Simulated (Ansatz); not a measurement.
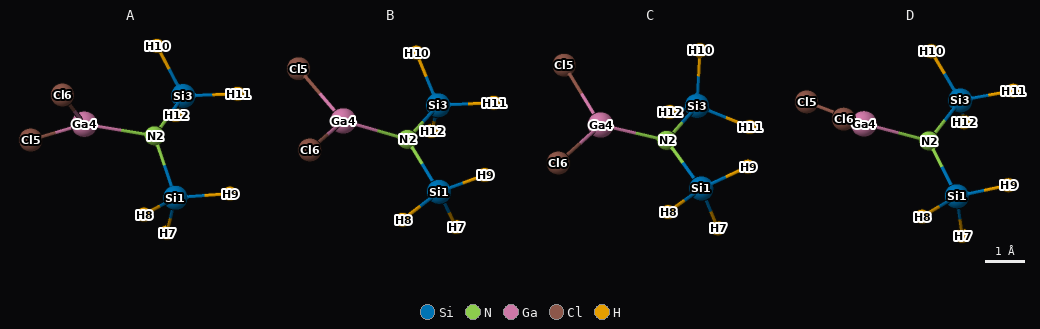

4 geometries from one relaxation of GaSi2NH6Cl2, in shuffled order. Style: ball-and-stick. Shown at a tilt.

The start comes from GFN2-xTB.

These are results of Ansatz, RKS PBE0-D4/def2-TZVP, not measurements. (force threshold 0.005 eV/Å; at most 150 steps)

Order the frames from highest to lowest energy.

A, D, B, C. They are steps 0, 7, 12, 37, at +0.337 eV, +0.118 eV, +0.022 eV relative to the last. The atom that moves furthest after the best rigid fit is Cl5 (2.02 Å). Largest moves by element: Cl 2.02 Å, H 1.15 Å, Si 0.41 Å, N 0.29 Å, Ga 0.10 Å. Near-neighbour distances that change, for instance: N2–Ga4 1.877 → 1.820 Å, Ga4–Cl5 2.083 → 2.126 Å, Ga4–Cl6 2.076 → 2.117 Å, Si1–H9 1.462 → 1.487 Å. Among the angles between lasting bonds that change: Si1–N2–Ga4 115.1° → 122.6°, N2–Ga4–Cl6 117.4° → 124.0°, N2–Si3–H10 104.9° → 111.4°. Groups turn about N2–Ga4 by about 80°, Si1–N2 by about 20°. Over 36 accepted moves (37 points after the start) the energy falls by 0.337 eV. Largest force component: 1.2 eV/Å at the start, 0.0012 eV/Å at the end. The line search rejected the trial step at point 26 of the run. The forces were under the threshold at step 31, but the run went on from there. Cost: 5.6 min on 4 threads of Arm Neoverse V2 (shared host).
